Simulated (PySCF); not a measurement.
Consider C$_{6}$H$_{7}$BGe (SMILES BC#C/C=[C](\[GeH3])C#C).

```xyz
15

B     3.6929   -0.6736    0.3608
C     2.2218   -0.8048    0.1644
C     1.0214   -0.9325   -0.0009
C    -0.3519   -1.1017   -0.1996
C    -1.2261   -0.0859   -0.0218
Ge   -0.6139    1.6983    0.5346
C    -2.5990   -0.2793   -0.2336
C    -3.7819   -0.4178   -0.4087
H     4.1422    0.3348    0.7491
H     4.3846   -1.5879    0.1227
H    -0.6934   -2.0857   -0.5061
H     0.0742    1.6310    1.8577
H    -1.8036    2.5982    0.6454
H     0.3390    2.2674   -0.4639
H    -4.8108   -0.5526   -0.5645
```

Geometry: GFN2-xTB.

All numbers below come from CAM-B3LYP/def2-SVPD, SCF density, gas phase in PySCF 2.14.0.

> Predict the electron density and electron localisation function between the atoms.

C–C (1.20 Å): the density is about 2.7 e/Å³ at the midpoint; the ELF peaks at about 0.85 between the atoms; a short, multiple covalent bond.
C–B (1.49 Å): the density is about 1.5 e/Å³ at the midpoint; the ELF peaks at about 1 between the atoms, as expected for a covalent bond.
C–Ge (1.97 Å): the density is about 0.86 e/Å³ at the midpoint; the ELF peaks at about 0.95 in the valence shell of C, 0.7 Å from its nucleus, and is about 0.70 at the midpoint.
C–H (1.05 Å): ρ at the midpoint is about 2.1 e/Å³; the ELF climbs to about 1 towards the hydrogen, as it does in any bond to H: a covalent bond by its length.

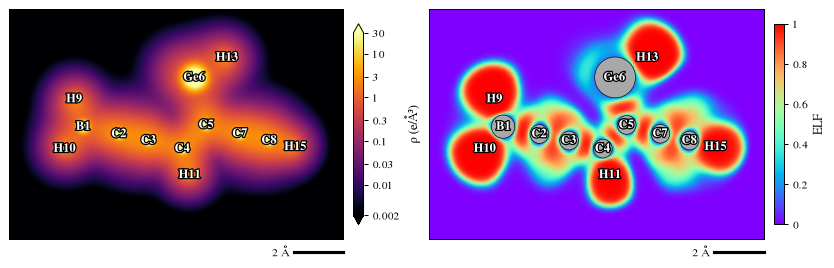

Computed electron density and electron localisation function on the plane of atoms C5, Ge6 and H13, in this order. Grey discs cover the atomic cores in the ELF map. 
